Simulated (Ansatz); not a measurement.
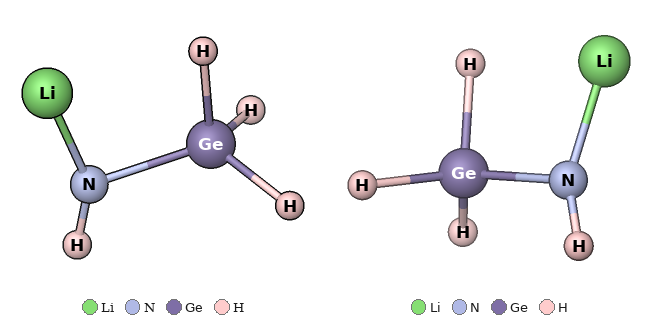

Both panels show the same species.

Computed geometry: PBE0-D4/def2-TZVP optimisation. No frequency run is at hand to confirm it as a minimum.

> Count the atoms of each element.

GeH4LiN, 7 atoms: 1 germanium, 4 hydrogen, 1 lithium and 1 nitrogen.

> How many sets of symmetry-equivalent atoms are there?

6: 1 Li, 1 N, 1 Ge, 1 H, 2 H, 1 H.

> Give the symmetry (Schoenflies symbol).

Cs.

More results for the same structure follow; atom numbers are the same in all pictures, views and colours differ.

### Shape

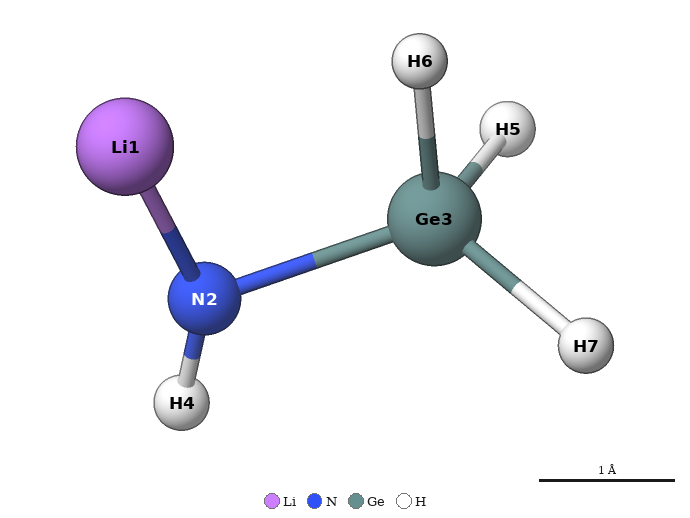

No frequency run is at hand to confirm it as a minimum.

Give the bond lengths.

```json
{"bond": "Li1–N2", "length (Å)": "1.737"}
{"bond": "N2–Ge3", "length (Å)": "1.805"}
{"bond": "N2–H4", "length (Å)": "1.009"}
{"bond": "Ge3–H5", "length (Å)": "1.554"}
{"bond": "Ge3–H6", "length (Å)": "1.586"}
{"bond": "Ge3–H7", "length (Å)": "1.554"}
```

### Charges

The questions are on Mulliken charges. No frequency run is at hand to confirm it as a minimum. Method: RKS PBE0-D4/def2-TZVP (Ansatz 0.2.0).

Give the Mulliken charges atom by atom.

| atom | value (e) |
| --- | --- |
| Li1 | 0.75 |
| N2 | −0.92 |
| Ge3 | 0.15 |
| H4 | 0.20 |
| H5 | −0.04 |
| H6 | −0.10 |
| H7 | −0.04 |

### Electronic properties

No frequency run is at hand to confirm it as a minimum. Method: RKS PBE0-D4/def2-TZVPP (Ansatz 0.2.0).

Predict the main results.

- HOMO energy (Kohn–Sham orbital): −5.53 eV
- LUMO energy (Kohn–Sham orbital): −0.96 eV
- HOMO–LUMO gap: 4.56 eV
- dispersion correction: −8.9 kJ/mol

### Dipole moment

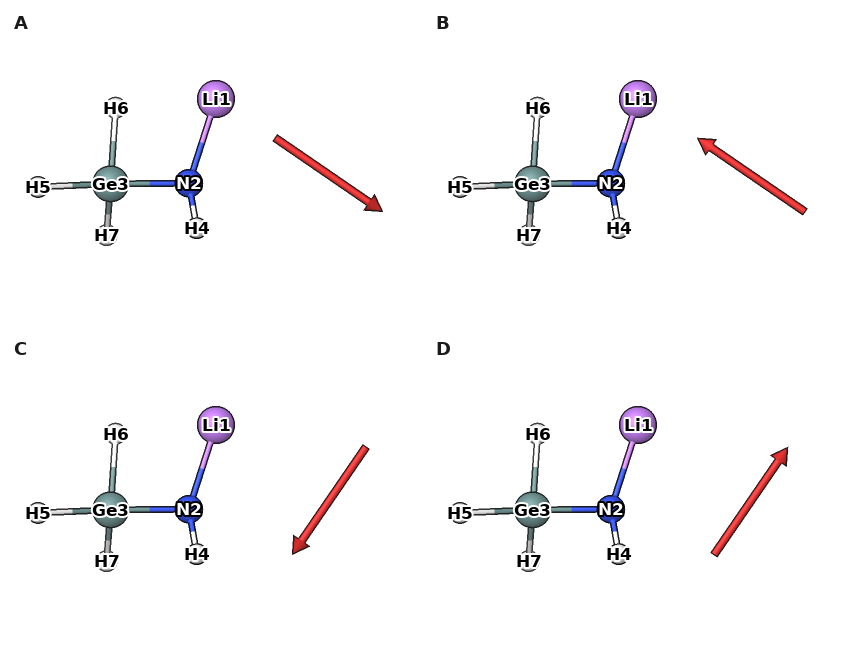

The same molecule four times, each with an arrow. No frequency run is at hand to confirm it as a minimum. Level of theory: RKS PBE0-D4/def2-TZVP (Ansatz 0.2.0).

> Which arrow points along the dipole moment, from the negative to the positive end?

D. The dipole moment is 4.34 D; it points from the side of H5, H7 to the side of Li1 (the outermost atoms at the two ends).

Mulliken values depend strongly on the basis set and can even reverse the polarity of a bond.
